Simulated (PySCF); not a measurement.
# Atomic calculation for Ga⁺

System: Ga⁺, configuration 1s2 2s2 2p6 3s2 3p6 3d10 4s1 4d1, multiplicity 3.
Method: unrestricted B97-3, x2c-TZVPPall plus 1 even-tempered diffuse shell per l, spin-free X2C-1e, Gaussian nucleus (PySCF).

Results in brief:

```
      quantity                      value
       outcome                  converged
  total energy         −1942.9211 hartree
          ⟨S²⟩                      2.000
          ⟨L²⟩                       6.00
SCF iterations                         70
      hardware  1 CPU thread, shared host
      CPU time    7.3 s (integrals apart)
```

Remarks:

The driver held the occupations shell by shell, and empty p levels lie below the filled 4d. This is not the ground configuration of the species.

Input file:
```python
from pyscf import gto, scf, dft, mp, cc
import basis_set_exchange as bse
mol = gto.M(atom="Ga 0 0 0", charge=1, spin=2, symmetry="D2h",
            basis=gto.basis.parse(bse.get_basis("x2c-TZVPPall", elements=["Ga"], fmt="nwchem", augment_diffuse=1)),
            nucmod="G")
mf = dft.UKS(mol, xc="HYB_GGA_XC_B97_3").sfx2c1e()
mf.irrep_nelec = {'Ag': (6, 5), 'B1g': (2, 1), 'B2g': (1, 1), 'B3g': (1, 1), 'B1u': (2, 2), 'B2u': (2, 2), 'B3u': (2, 2)}
mf.kernel()
```

The script is an equivalent of what the driver set up; the driver started from orbitals of its own, so the log can be shorter than this script's would be, and it computed the properties (radii, ⟨L²⟩, response) afterwards. It held the occupations shell by shell, which the script's counts by irreducible representation don't always enforce.

The program's output (extracts):
```
damping factor = 0
level_shift factor = 0
DIIS = <class 'pyscf.scf.diis.CDIIS'>
diis_start_cycle = 1
diis_space = 10
diis_damp = 0
SCF conv_tol = 1e-09
SCF conv_tol_grad = None
number electrons alpha = 16  beta = 14
XC functionals = HYB_GGA_XC_B97_3
    T. W. Keal and D. J. Tozer.,  J. Chem. Phys. 123, 121103 (2005)
cycle= 1 E= -1942.91861749471  delta_E= -0.00547  |g|= 0.137  |ddm|= 0.187
cycle= 2 E= -1942.91753170943  delta_E= 0.00109  |g|= 0.162  |ddm|= 0.116
cycle= 3 E= -1942.92104900983  delta_E= -0.00352  |g|= 0.00224  |ddm|= 0.0546
cycle= 4 E= -1942.92105053602  delta_E= -1.53e-06  |g|= 0.000261  |ddm|= 0.00374
cycle= 5 E= -1942.92105063299  delta_E= -9.7e-08  |g|= 0.000678  |ddm|= 0.000656
cycle= 6 E= -1942.92105055327  delta_E= 7.97e-08  |g|= 0.0002  |ddm|= 0.00032
cycle= 7 E= -1942.9210505444  delta_E= 8.87e-09  |g|= 0.000197  |ddm|= 0.00016
cycle= 8 E= -1942.92105053673  delta_E= 7.66e-09  |g|= 0.000211  |ddm|= 6.95e-05
cycle= 9 E= -1942.92105057032  delta_E= -3.36e-08  |g|= 0.000276  |ddm|= 0.000252
cycle= 10 E= -1942.92105066272  delta_E= -9.24e-08  |g|= 0.00047  |ddm|= 0.000324
[... 40 cycles left out ...]
SCF not converged.
SCF energy = -1942.92105057164 after 50 cycles  <S^2> = 2.0001762  2S+1 = 3.0001174

damping factor = 0
level_shift factor = 0.3
DIIS = <class 'pyscf.scf.diis.CDIIS'>
diis_start_cycle = 1
diis_space = 10
diis_damp = 0
SCF conv_tol = 1e-09
SCF conv_tol_grad = None
number electrons alpha = 16  beta = 14
XC functionals = HYB_GGA_XC_B97_3
    T. W. Keal and D. J. Tozer.,  J. Chem. Phys. 123, 121103 (2005)
[... 10 cycles left out ...]
cycle= 11 E= -1942.9210505716  delta_E= -9.85e-08  |g|= 0.000659  |ddm|= 0.000722
cycle= 12 E= -1942.92105066929  delta_E= -9.77e-08  |g|= 0.000458  |ddm|= 0.000456
cycle= 13 E= -1942.92105067993  delta_E= -1.06e-08  |g|= 0.000374  |ddm|= 0.000243
cycle= 14 E= -1942.92105064513  delta_E= 3.48e-08  |g|= 0.000984  |ddm|= 0.000309
cycle= 15 E= -1942.92105066204  delta_E= -1.69e-08  |g|= 0.00087  |ddm|= 9.06e-05
cycle= 16 E= -1942.92105067029  delta_E= -8.26e-09  |g|= 0.000679  |ddm|= 0.000263
cycle= 17 E= -1942.9210506977  delta_E= -2.74e-08  |g|= 0.000324  |ddm|= 0.000109
cycle= 18 E= -1942.9210507002  delta_E= -2.5e-09  |g|= 0.000232  |ddm|= 2.26e-05
cycle= 19 E= -1942.92105070256  delta_E= -2.36e-09  |g|= 7.77e-05  |ddm|= 5.72e-05
cycle= 20 E= -1942.92105070278  delta_E= -2.16e-10  |g|= 2.78e-05  |ddm|= 9.02e-06
converged SCF energy = -1942.92105070278  <S^2> = 2.0001752  2S+1 = 3.0001168
```

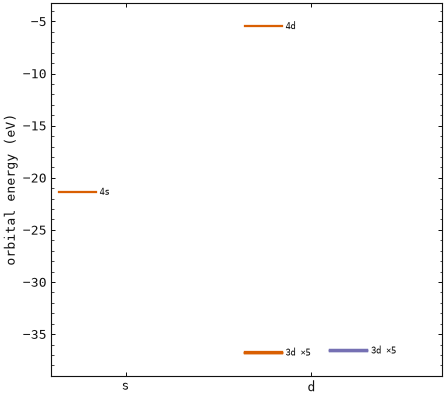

**Figure 1.** Orbital energies of the mean field, from the top down to −36.8 eV, by angular momentum, α spin at the left of each column and β at the right; ×n counts the orbitals under one label. Empty levels that the record names by l alone aren't drawn. The highest filled orbital is 4d α at −5.47 eV, the lowest empty one s β at −17.5 eV.

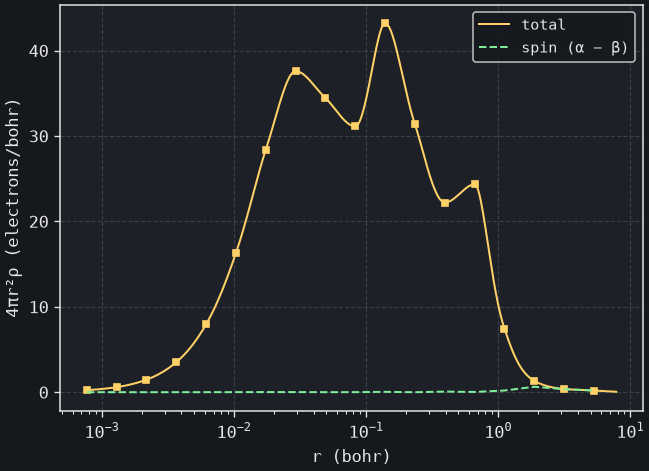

**Figure 2.** Spherically averaged radial density 4πr²ρ of the mean field and its spin part; markers are the stored points, which are sparse, and the line is a monotone interpolation between them. The largest stored value is 43.2 electrons/bohr at r = 0.14 bohr. Root-mean-square radii of the shells: 2s 0.236, 3s 0.700, 3p 0.737, 3d 0.901, 4s 2.27, 4d 5.16 bohr.
